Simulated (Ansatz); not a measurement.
## Pressure series in SiC

Base system: SiC in the wurtzite structure (space group P6_3mc, No. 186).

```
SiC
1.0
    3.07530     0.00000     0.00000
   -1.53765     2.66329     0.00000
    0.00000     0.00000     5.04821
Si C
2 2
Direct
  0.66667   0.33333   0.00050
  0.33333   0.66667   0.50050
  0.66667   0.33333   0.62470
  0.33333   0.66667   0.12470
```

Cell and atoms are relaxed at each pressure.

All numbers come from Kohn–Sham DFT with the r2SCAN functional, run in Ansatz (a program for electronic structure) with PAW and 500 eV plane waves, spin-orbit coupling left out.

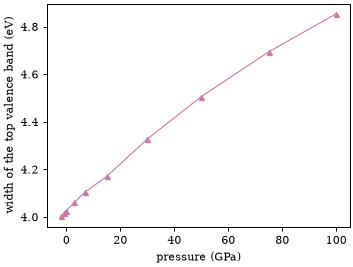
Figure: Width of the top valence band against pressure

```
pressure (GPa)  width of the top valence band
--------------  -----------------------------
-2                                    4.00 eV
-1                                    4.01 eV
3                                     4.06 eV
7                                     4.11 eV
15                                    4.17 eV
30                                    4.33 eV
50                                    4.51 eV
75                                    4.69 eV
100                                   4.85 eV
```

The levels and masses belong to the bands next to the band gap. Load acts through the strain it causes; cell and atoms are relaxed under it. No phonon test of stability was made. No other phases were tried under pressure.
